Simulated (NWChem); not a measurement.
# One shape, several levels: C4H8 (cyclobutane)

We compute a comparison of 6 runs (TPSS/6-31G*, B3LYP/6-31G*, BHLYP/6-31G*, PBE0/6-31G*, r2SCAN/6-31G*, revPBE/6-31G*) of C4H8 (cyclobutane). 

The calculation is run with NWChem 7.3.0.

1 further run of the same task is left out (set aside as unsound or not needed).

## 1. The structure to begin with

The species is C4H8 (12 atoms), meant as a singlet with charge 0. As SMILES, `C1CCC1`. The shape is that of a PBE0-D4/def2-TZVP optimisation.

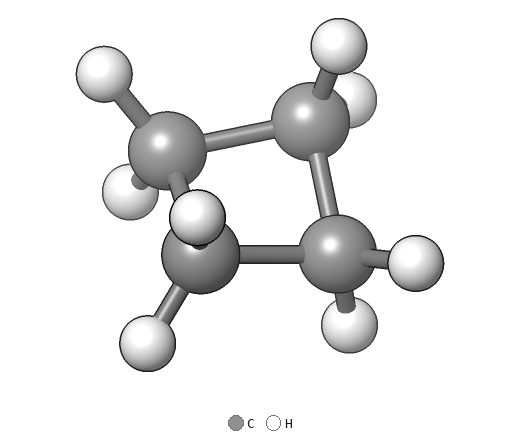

Viewed from a chosen angle; carbon grey, hydrogen white.

## 2. Energy and forces at TPSS/6-31G(d) (spherical functions) (run 1)

geom.nw reads:

```
start geom
memory total 2200 mb

geometry units angstroms noautosym nocenter noautoz
C     -0.915600     0.295800    -0.476200
C     -0.357100     0.346000     0.959200
C      1.013600    -0.070500     0.391400
C      0.284800    -0.589700    -0.863200
H     -0.858100     1.274600    -0.958400
H     -1.919500    -0.105500    -0.623800
H     -0.786200    -0.444600     1.579500
H     -0.423100     1.289100     1.504200
H      1.628700     0.802300     0.160000
H      1.615300    -0.776700     0.966000
H      0.041300    -1.650700    -0.769700
H      0.753100    -0.425300    -1.835000
end

basis spherical bse
* library 6-31G*
end

dft
xc xtpss03 ctpss03
grid xfine
convergence energy 1e-08
iterations 100
mulliken
print low
end

task dft gradient
```

Started as:

```bash
nwchem geom.nw > geom.out
```

What it wrote:

```text
[...]
 d= 0,ls=0.0,diis     1   -157.2058261814 -2.85D+02  6.45D-03  2.38D-01     4.5
[...]
 d= 0,ls=0.0,diis     7   -157.2392273101 -2.63D-10  9.13D-08  3.70D-11    28.0
         Total DFT energy =     -157.239227310127
      One electron energy =     -462.621721122278
           Coulomb energy =      202.571325148483
    Exchange-Corr. energy =      -24.801148835929
 Nuclear repulsion energy =      127.612317499598
[...]
                         DFT ENERGY GRADIENTS
    atom               coordinates                        gradient
                 x          y          z           x          y          z
   1 C      -1.730233   0.558981  -0.899888    0.004849  -0.002875   0.003179
   2 C      -0.674821   0.653845   1.812625    0.002532  -0.000876  -0.005965
   3 C       1.915426  -0.133226   0.739639   -0.006211  -0.000676  -0.001852
   4 C       0.538194  -1.114371  -1.631211   -0.001193   0.004455   0.004542
   5 H      -1.621574   2.408645  -1.811113   -0.000010  -0.003646   0.001879
   6 H      -3.627329  -0.199366  -1.178811    0.004260   0.001480   0.000737
   7 H      -1.485703  -0.840172   2.984822    0.001639   0.002808  -0.002465
   8 H      -0.799543   2.436046   2.842526    0.000376  -0.003792  -0.002430
   9 H       3.077797   1.516127   0.302356   -0.002501  -0.003229   0.000784
  10 H       3.052474  -1.467750   1.825475   -0.002656   0.002756  -0.002345
  11 H       0.078046  -3.119371  -1.454522    0.000840   0.004044  -0.000157
[...]
```

Run time: 39 s. Hardware: 1 thread of AMD EPYC 9R14 (Zen 4), shared host; peak memory 0.15 GiB.

## 3. Energy and forces at B3LYP/6-31G(d) (spherical functions) (run 2)

sp.nw reads:

```
start sp
memory stack 880 mb heap 220 mb global 1100 mb
charge 0

geometry units angstrom noautosym nocenter noautoz
 C    -0.915600    0.295800   -0.476200
 C    -0.357100    0.346000    0.959200
 C     1.013600   -0.070500    0.391400
 C     0.284800   -0.589700   -0.863200
 H    -0.858100    1.274600   -0.958400
 H    -1.919500   -0.105500   -0.623800
 H    -0.786200   -0.444600    1.579500
 H    -0.423100    1.289100    1.504200
 H     1.628700    0.802300    0.160000
 H     1.615300   -0.776700    0.966000
 H     0.041300   -1.650700   -0.769700
 H     0.753100   -0.425300   -1.835000
end

basis spherical bse
 * library 6-31G*
end

dft
 xc b3lyp
 grid xfine
 convergence energy 1e-08
 iterations 100
 mulliken
 print medium
end

task dft gradient
```

Started as:

```bash
nwchem sp.nw > sp.out
```

What it wrote:

```text
[...]
          Wavefunction type:  closed shell.
          No. of atoms     :    12
          No. of electrons :    32
[...]
          Charge           :     0
          Spin multiplicity:     1
[...]
          AO basis - number of functions:    72
[...]
              XC Information
              --------------
                         B3LYP Method XC Potential
                     Hartree-Fock (Exact) Exchange  0.200
                        Slater Exchange Functional  0.800 local
                    Becke 1988 Exchange Functional  0.720 non-local
              Lee-Yang-Parr Correlation Functional  0.810
                  VWN I RPA Correlation Functional  0.190 local
[...]
 d= 0,ls=0.0,diis     1   -157.1739681373 -2.85D+02  7.14D-03  2.88D-01     3.6
[...]
 d= 0,ls=0.0,diis     7   -157.2100450922 -4.03D-10  8.38D-08  4.04D-11    21.1
         Total DFT energy =     -157.210045092208
      One electron energy =     -462.634528846422
           Coulomb energy =      202.576563083161
    Exchange-Corr. energy =      -24.764396828545
 Nuclear repulsion energy =      127.612317499598
[...]
      Total Density - Mulliken Population Analysis
     ---------------------------------------------
    Atom       Charge   Shell Charges
 -----------   ------   -------------------------------------------------------
    1 C    6     6.27   2.00  0.67  2.10  0.59  0.87  0.04
    2 C    6     6.27   2.00  0.67  2.10  0.59  0.87  0.04
    3 C    6     6.27   2.00  0.67  2.10  0.59  0.87  0.04
    4 C    6     6.27   2.00  0.67  2.10  0.59  0.87  0.04
    5 H    1     0.87   0.53  0.33
    6 H    1     0.87   0.53  0.33
    7 H    1     0.87   0.53  0.33
    8 H    1     0.87   0.53  0.33
    9 H    1     0.87   0.53  0.33
   10 H    1     0.87   0.53  0.33
[...]
  wavefunction    = closed shell
[...]
```

It took 27 s on 1 thread of AMD EPYC 9R14 (Zen 4), shared host; peak memory 0.15 GiB.

Run 3 isn't shown in full; the table further down has it.

## 4. Energy and gradient at PBE0/6-31G(d) (spherical functions) (run 4)

run.xyz reads:

```xyz
12

C     -0.915600     0.295800    -0.476200
C     -0.357100     0.346000     0.959200
C      1.013600    -0.070500     0.391400
C      0.284800    -0.589700    -0.863200
H     -0.858100     1.274600    -0.958400
H     -1.919500    -0.105500    -0.623800
H     -0.786200    -0.444600     1.579500
H     -0.423100     1.289100     1.504200
H      1.628700     0.802300     0.160000
H      1.615300    -0.776700     0.966000
H      0.041300    -1.650700    -0.769700
H      0.753100    -0.425300    -1.835000
```

run.py reads:

```python
from ase.io import read
from ase.calculators.nwchem import NWChem

mol = read('run.xyz')

calc = NWChem(
    label='run',
    theory='dft',
    memory='2200 mb',
    basis='6-31G*',
    basispar='spherical bse',
    dft={'xc': 'pbe0', 'mult': '1', 'grid': 'xfine', 'convergence': 'energy 1e-08', 'iterations': '100', 'mulliken': None},
)
mol.calc = calc

forces = mol.get_forces()
print(f"energy = {mol.get_potential_energy():.6f} eV")
print("forces (eV/A):")
for s, f in zip(mol.symbols, forces):
    print(f"{s:2s} {f[0]:10.5f} {f[1]:10.5f} {f[2]:10.5f}")
print("dipole (e A):", mol.get_dipole_moment().round(4))
```

Started as:

```bash
export ASE_NWCHEM_COMMAND="nwchem PREFIX.nwi > PREFIX.nwo"
python run.py
```

What it wrote:

```text
energy = -4272.586878 eV
forces (eV/A):
C     0.01707    0.00581    0.00329
C    -0.00021   -0.01363   -0.00715
C    -0.00905    0.00555   -0.00545
C    -0.00653    0.00082    0.01440
H     0.00190    0.09585   -0.04906
H    -0.11647   -0.04397   -0.01825
H    -0.04242   -0.07466    0.06320
H    -0.00854    0.10536    0.06315
H     0.06515    0.08680   -0.02201
H     0.06901   -0.07718    0.06366
H    -0.02293   -0.10680    0.00581
H     0.05302    0.01604   -0.11153
dipole (e A): [-0.  0. -0.]
```

The calculator wrote run.nwi:

```
title "run"

permanent_dir run

scratch_dir run

start run

geometry units angstrom nocenter noautosym noautoz
  C  -9.1559999999999997e-01 2.9580000000000001e-01 -4.7620000000000001e-01
  C  -3.5709999999999997e-01 3.4599999999999997e-01 9.5920000000000005e-01
  C  1.0136000000000001e+00 -7.0499999999999993e-02 3.9140000000000003e-01
  C  2.8480000000000000e-01 -5.8970000000000000e-01 -8.6319999999999997e-01
  H  -8.5809999999999997e-01 1.2746000000000000e+00 -9.5840000000000003e-01
  H  -1.9195000000000000e+00 -1.0550000000000000e-01 -6.2380000000000002e-01
  H  -7.8620000000000001e-01 -4.4460000000000000e-01 1.5794999999999999e+00
  H  -4.2309999999999998e-01 1.2890999999999999e+00 1.5042000000000000e+00
  H  1.6287000000000000e+00 8.0230000000000001e-01 1.6000000000000000e-01
  H  1.6153000000000000e+00 -7.7669999999999995e-01 9.6599999999999997e-01
  H  4.1300000000000003e-02 -1.6507000000000001e+00 -7.6970000000000005e-01
  H  7.5309999999999999e-01 -4.2530000000000001e-01 -1.8350000000000000e+00
end

memory 2200 mb

basis spherical bse noprint
   * library 6-31G*
end

dft
  xc pbe0
  mult 1
  grid xfine
  convergence energy 1e-08
  iterations 100
  mulliken
end

task dft gradient
```

run.nwo:

```text
Northwest Computational Chemistry Package (NWChem) 7.3.0
             --------------------------------------------------------

           Job information
           ---------------

    nwchem branch   = 7.3.0
    use scalapack   = T
    input           = run.nwi
    prefix          = run.
    data base       = run/run.db
    status          = startup
    nproc           =        1

           Memory information
           ------------------

[... 5 lines left out ...]
    hardfail = no
[... 114 lines left out ...]
  convergence criterion.
[... 40 lines left out ...]
          Spatial weights used:  Erf1
[... 32 lines left out ...]
 1-e energy   =    -458.486325
[... 54 lines left out ...]
           Coulomb energy =      202.536573060237
[... 580 lines left out ...]
          Convergence on density requested:  1.00D-05
[... 26 lines left out ...]
          total energy or number of iterations.
[... 36 lines left out ...]
                 ----------------------------------------
                 |  Time  |  1-e(secs)   |  2-e(secs)   |
                 ----------------------------------------
                 |  CPU   |       0.01   |       0.91   |
                 ----------------------------------------
                 |  WALL  |       0.01   |       0.91   |
                 ----------------------------------------

 Task  times  cpu:       26.4s     wall:       26.4s
 Total times  cpu:       26.5s     wall:       26.5s
```

It took 28 s on 1 thread of AMD EPYC 9R14 (Zen 4), shared host; peak memory 0.15 GiB.

Run 5 isn't shown in full; the table further down has it.

## 5. Energy and gradient at revPBE/6-31G(d) (spherical functions) (run 6)

a.nw reads:

```
start a
memory total 2200 mb
charge 0

geometry units angstroms noautosym nocenter noautoz
  C       -0.915600       0.295800      -0.476200
  C       -0.357100       0.346000       0.959200
  C        1.013600      -0.070500       0.391400
  C        0.284800      -0.589700      -0.863200
  H       -0.858100       1.274600      -0.958400
  H       -1.919500      -0.105500      -0.623800
  H       -0.786200      -0.444600       1.579500
  H       -0.423100       1.289100       1.504200
  H        1.628700       0.802300       0.160000
  H        1.615300      -0.776700       0.966000
  H        0.041300      -1.650700      -0.769700
  H        0.753100      -0.425300      -1.835000
end

basis spherical bse
  * library 6-31G*
end

dft
  xc revpbe cpbe96
  grid xfine
  convergence energy 1e-08
  maxiter 100
  mulliken
  print medium
end

task dft gradient
```

Started as:

```bash
nwchem a.nw > a.out
```

What it wrote:

```text
[...]
          Wavefunction type:  closed shell.
          No. of atoms     :    12
          No. of electrons :    32
[...]
          Charge           :     0
          Spin multiplicity:     1
[...]
          AO basis - number of functions:    72
[...]
              XC Information
              --------------
                        RevPBE Exchange Functional  1.000
            Perdew 1991 LDA Correlation Functional  1.000 local
           PerdewBurkeErnz. Correlation Functional  1.000 non-local
[...]
 d= 0,ls=0.0,diis     1   -157.1252691111 -2.85D+02  6.81D-03  2.91D-01     3.7
[...]
 d= 0,ls=0.0,diis     7   -157.1572600858 -3.83D-10  1.24D-07  6.58D-11    21.3
         Total DFT energy =     -157.157260085752
      One electron energy =     -462.632593092670
           Coulomb energy =      202.565945467564
    Exchange-Corr. energy =      -24.702929960243
 Nuclear repulsion energy =      127.612317499598
[...]
      Total Density - Mulliken Population Analysis
     ---------------------------------------------
    Atom       Charge   Shell Charges
 -----------   ------   -------------------------------------------------------
    1 C    6     6.30   2.00  0.67  2.09  0.62  0.89  0.04
    2 C    6     6.30   2.00  0.67  2.09  0.62  0.89  0.04
    3 C    6     6.30   2.00  0.67  2.09  0.62  0.89  0.04
    4 C    6     6.30   2.00  0.67  2.09  0.62  0.89  0.04
    5 H    1     0.85   0.53  0.32
    6 H    1     0.85   0.53  0.32
    7 H    1     0.85   0.53  0.32
    8 H    1     0.85   0.53  0.32
    9 H    1     0.85   0.53  0.32
   10 H    1     0.85   0.53  0.32
[...]
  wavefunction    = closed shell
[...]
```

It took 27 s on 1 thread of AMD EPYC 9R14 (Zen 4), shared host; peak memory 0.15 GiB.

## 6. Overview of the runs

| run | level | energy (Eh) | largest force (eV/Å) | wall time |
| --- | --- | --- | --- | --- |
| 1 | TPSS/6-31G* (spherical functions) | -157.239227 | 0.336 | 39 s |
| 2 | B3LYP/6-31G* (spherical functions) | -157.210045 | 0.304 | 27 s |
| 3 | BHLYP/6-31G* (spherical functions) | -157.103798 | 0.225 | 27 s |
| 4 | PBE0/6-31G* (spherical functions) | -157.014673 | 0.126 | 28 s |
| 5 | r2SCAN/6-31G* (spherical functions) | -157.098394 | 0.195 | 38 s |
| 6 | revPBE/6-31G* (spherical functions) | -157.157260 | 0.438 | 27 s |

## 7. Summary of results

| quantity | value |
| --- | --- |
| run 6: total energy | -157.15726 Eh |
| run 6: dipole moment | 0.00 D |
| run 6: HOMO energy | -6.95 eV |
| run 6: LUMO energy | 2.14 eV |
| run 6: HOMO–LUMO gap | 9.09 eV |
| run 6: largest force on an atom | 0.438 eV/Å |

In words: Over runs 2, 3, 4, 5, 6 the HOMO–LUMO gap runs from 9.09 eV (revPBE/6-31G*) to 13.60 eV (BHLYP/6-31G*). Totals of different functionals can't be ranked against each other. All runs together took 3.1 min, the longest 39 s.
